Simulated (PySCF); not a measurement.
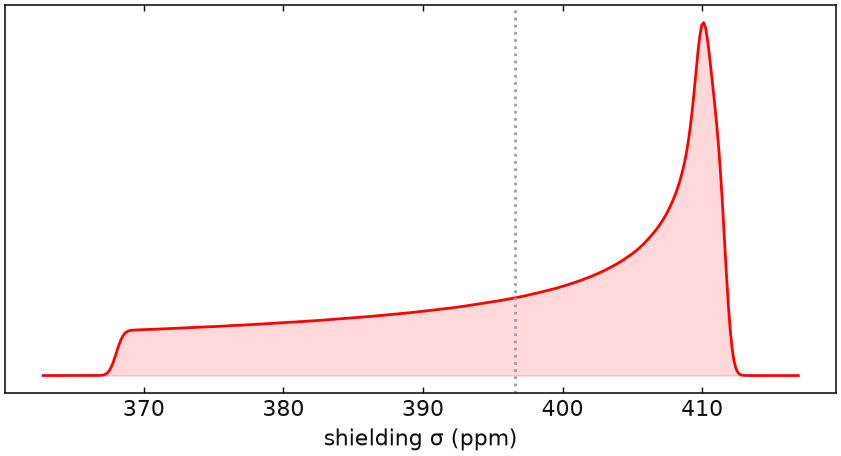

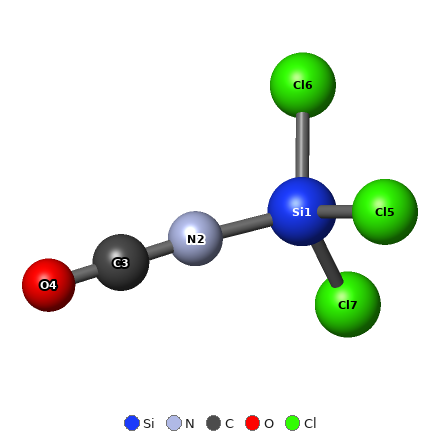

Static powder pattern (²⁹Si) from GIAO shielding tensors of CCl₃NOSi, KT2/pcSseg-1 in PySCF 2.14.0, at a PBE0-D3(BJ)/def2-SVP geometry (no frequency check); absolute shielding, one fixed geometry of the isolated molecule without any motion, no dipolar terms. The dotted line is the isotropic value; skew is 3(σiso − σ22)/span.

### The pattern belongs to Si1. Give the principal values, span and skew.

Si1: σ11, σ22, σ33 = 368, 410, 412 ppm, isotropic 397, span 44 ppm, skew −0.93.
